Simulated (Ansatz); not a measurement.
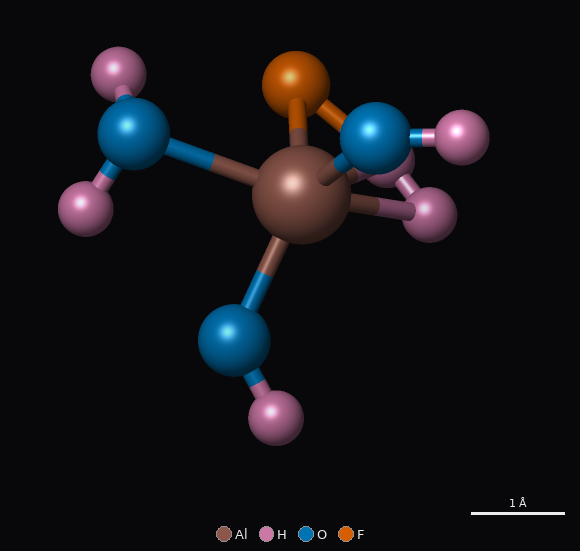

AlH6O3F (started from a transition state, displaced along its imaginary mode), before the relaxation. A ball-and-stick model, seen face on.

Theory: Ansatz 0.2.0, RKS PBE0-D4/def2-TZVP.

Input file:
```yaml
crystal:
  periodic: [false, false, false]
  atoms:
    - {symbol: Al, position_ang: [-0.223477, -0.132403, 0.031532]}
    - {symbol: H, position_ang: [-0.034965, -1.622120, -1.019357]}
    - {symbol: O, position_ang: [-0.570858, 1.041080, -1.193184]}
    - {symbol: O, position_ang: [-1.336749, -0.658472, 1.218561]}
    - {symbol: H, position_ang: [1.609392, 1.019607, 1.066450]}
    - {symbol: O, position_ang: [0.691942, 1.311236, 0.946245]}
    - {symbol: H, position_ang: [0.651866, -1.508122, -0.643639]}
    - {symbol: F, position_ang: [1.501854, -0.938742, 0.114705]}
    - {symbol: H, position_ang: [-1.128602, 0.925699, -1.956434]}
    - {symbol: H, position_ang: [-1.834128, -1.443906, 1.174771]}
    - {symbol: H, position_ang: [0.673825, 2.006142, 0.260248]}
basis:
  gaussian: {orbitals: def2-TZVP}
hamiltonian: {xc: pbe0, dispersion: d4}
relax: {f_tol: 0.005, max_steps: 200}
```

Launched with:
```bash
ansatz run in.yaml --threads 8 --pin off --events-out ev --progress --plain --max-ram 19148MiB
```

Q: Predict the outcome.

A: H7 moves most after the best rigid fit: 1.49 Å. Largest moves by element: H 1.49 Å, O 0.43 Å, F 0.41 Å, Al 0.38 Å. Some distances before and after: H7–F8 1.273 → 3.090 Å, Al1–H7 1.765 → 3.040 Å, Al1–H2 1.833 → 2.951 Å, Al1–F8 1.906 → 1.671 Å. Bonds break, among them: Al1–H2 (1.83 → 2.95 Å), Al1–H7 (1.76 → 3.04 Å). Among the angles between lasting bonds that change: O6–Al1–F8 82.4° → 94.1°, O4–Al1–O6 102.1° → 110.8°, O3–Al1–O4 124.7° → 117.6°. Groups turn about Al1–O4 by about 75°, Al1–O3 by about 25°. Over 38 accepted moves (45 points after the start) the energy falls by 1.455 eV. Largest force component: 1.7 eV/Å at the start, 0.0014 eV/Å at the end. The line search rejected the trial steps at points 8, 11, 30, 31, 33, 35, 36 of the run. The forces were under the threshold at step 32, but the run went on from there. Cost: 60 s on 8 threads of Arm Neoverse V2 (shared host).

The structure at the end:

```xyz
11

Al    0.0577    0.0354    0.2149
H    -0.6570   -2.3181   -1.4155
O    -0.1509    0.9712   -1.2078
O    -1.3297   -0.6535    0.9164
H     1.5175    1.6101    1.4351
O     0.5899    1.6621    1.1748
H     0.0180   -2.2950   -1.7363
F     1.5178   -0.7358    0.4702
H    -0.8011    0.7628   -1.8741
H    -1.2720   -1.3733    1.5409
H     0.5099    2.3341    0.4812
```

The end point in the same view:

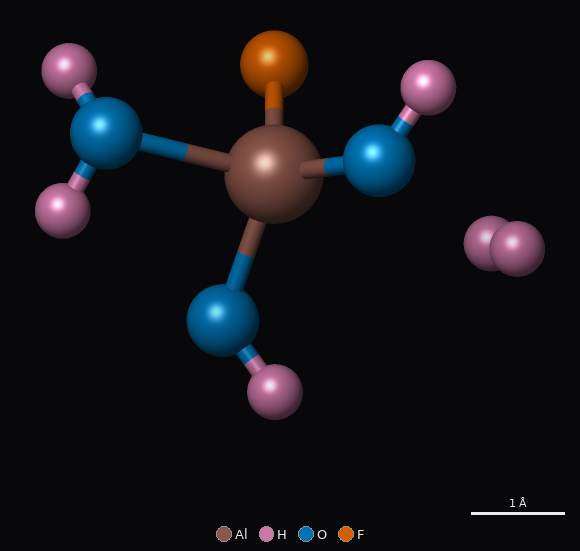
